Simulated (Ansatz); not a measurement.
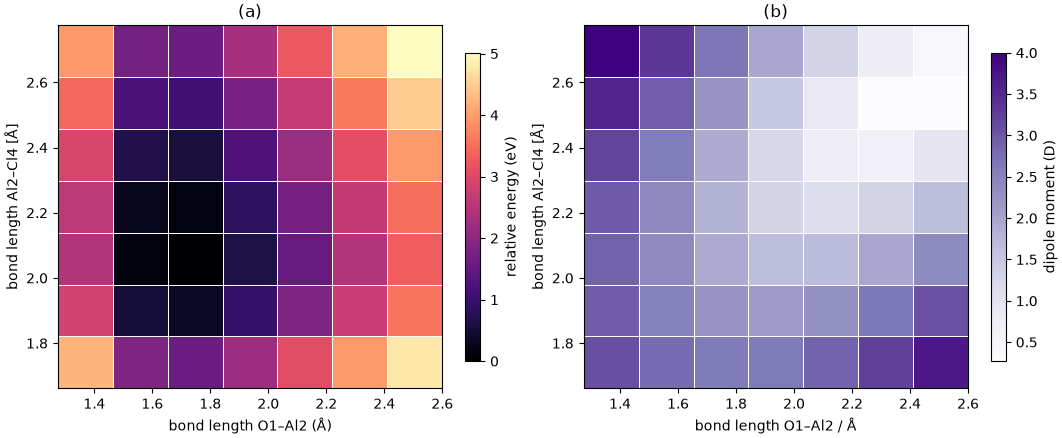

AlClFHO, SMILES [OH][Al]([F])[Cl]. Coordinates scanned: (1) bond length O1–Al2; (2) bond length Al2–Cl4. Nothing is relaxed (all other coordinates rigid). The grid has 7 × 7 points. Points are written as (first, second). All energies are given in eV relative to the lowest grid point. The reference is spin-restricted, which grows unreliable where a bond is stretched far. Computed with Ansatz, RKS CAM-B3LYP-D4/def2-TZVP.

Panel (a) is the energy; panel (b) is the computed dipole moment, in D.

Drawn: one coloured cell a grid point.

Q: How does the dipole moment vary over the map, and what is it at the lowest grid point?

A: Leaving out the highest fifth of the energies, it runs from 0.65 D at (2.315 Å, 2.377 Å) to 3.56 D at (1.369 Å, 2.536 Å). At the lowest grid point, (1.748 Å, 2.059 Å), it is 1.93 D.

```
bond length Al2–Cl4 ↓, bond length O1–Al2 →  1.369  1.559  1.748  1.937  2.126  2.315  2.505
                                      2.695   4.00   3.36   2.67   1.96   1.31   0.77   0.41
                                      2.536   3.56   2.93   2.23   1.52   0.85   0.27   0.27
                                      2.377   3.21   2.59   1.92   1.26   0.74   0.65   0.96
                                      2.218   2.98   2.40   1.80   1.32   1.13   1.31   1.67
                                      2.059   2.89   2.39   1.93   1.66   1.70   1.99   2.38
                                      1.900   2.94   2.53   2.22   2.13   2.30   2.64   3.06
                                      1.741   3.10   2.79   2.60   2.63   2.87   3.25   3.70
```
